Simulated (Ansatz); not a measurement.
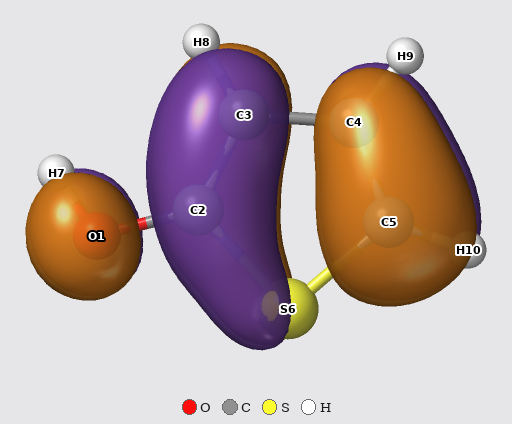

Figure 1: C₄H₄OS. The HOMO at ±0.08 Å⁻³ᐟ² (orange and purple are the two phases), seen across its widest extent.

Geometry: PBE0-D4/def2-TZVP.

Computed with RKS PBE0-D4/def2-TZVPP (Ansatz).

```yaml
atoms:
  - { symbol: O, position_ang: [-0.9979, -1.7090, -1.3080] }
  - { symbol: C, position_ang: [-0.4438, -0.6621, -0.6641] }
  - { symbol: C, position_ang: [0.0825, -0.5810, 0.5906] }
  - { symbol: C, position_ang: [0.5655, 0.7241, 0.8756] }
  - { symbol: C, position_ang: [0.3977, 1.5930, -0.1545] }
  - { symbol: S, position_ang: [-0.3556, 0.8369, -1.4997] }
  - { symbol: H, position_ang: [-0.9806, -2.4737, -0.7249] }
  - { symbol: H, position_ang: [0.1233, -1.4154, 1.2794] }
  - { symbol: H, position_ang: [1.0215, 1.0012, 1.8169] }
  - { symbol: H, position_ang: [0.6705, 2.6350, -0.2086] }
```

**Where does this orbital lie, and at what energy?**

It lies mainly on C5 (about 25 %), C2 (about 20 %), C3 (about 15 %), O1 (about 15 %), C4 (about 15 %) and S6 (about 5 %); it changes sign across the molecular plane (π type); π-bonding across C2–C3, C2–S6 and C4–C5; π-antibonding (a node) across O1–C2 and C3–C4. Its energy is −6.17 eV.
